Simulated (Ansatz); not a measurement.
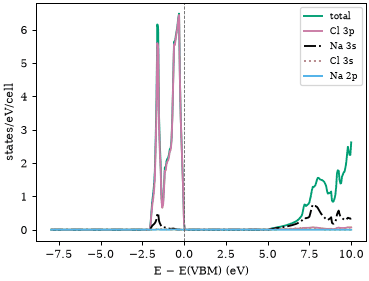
Figure: Total and projected density of states of NaCl (rock salt, Fm-3m), plane-wave PAW PBEsol (Ansatz code)

Question: Which orbitals carry the states next to the gap?

Answer: Top 1 eV of the valence band: Cl 3p 99 %. Bottom 1 eV of the conduction band: Na 3s 71 %, Cl 3s 21 %, Cl 3p 7 %. Projections are on Löwdin-orthogonalised atomic valence shells; empty p or d shells of many metals are not among them.

Question: Where is the tallest occupied peak in this window, and what makes it?

Answer: Near -0.3 eV, about 6.5 states/eV per cell; the largest projected share is Cl 3p.

Symmetry was held in the PBEsol relaxation; phonons on a q-mesh show no instability.

Potentials: the later of the program's two PAW sets.
